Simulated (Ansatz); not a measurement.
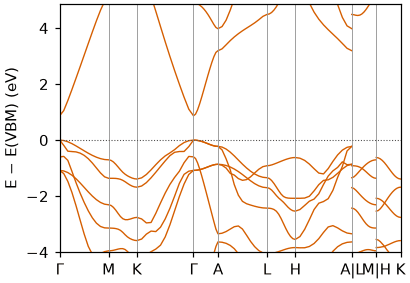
Fig. 1. Band structure from DFT-r²SCAN in the program Ansatz with PAW potentials

Problem. Read off the gap and where the band edges lie.

Solution. About 0.9 eV (0.87 eV by a search for the band edges); maximum at Γ, minimum at Γ.

Problem. Pick the material that matches.
(A) ScSnCN, P3m1 (Sc on 1b, Sn on 1c, C on 1b, N on 1c)
(B) CdGaNO, P3m1 (Ga on 1b, Cd on 1c, O on 1b, N on 1c)
(C) Sb2Se3, La2O3 or Ni2Al3 type
(D) AlZnNO, P3m1 (Al on 1b, Zn on 1c, O on 1b, N on 1c)

Solution. B, CdGaNO, P3m1 (Ga on 1b, Cd on 1c, O on 1b, N on 1c)

The start of the workflow was typed in or built on a structure type; neither database checked (COD, Materials Project) lists it. Its standing as an ambient phase is unchecked. Symmetry was held in the r²SCAN relaxation; whether a distortion lowers the energy is not shown. Spin–orbit coupling is left out wherever it is not named.

Potentials: the earlier of the program's two PAW sets.
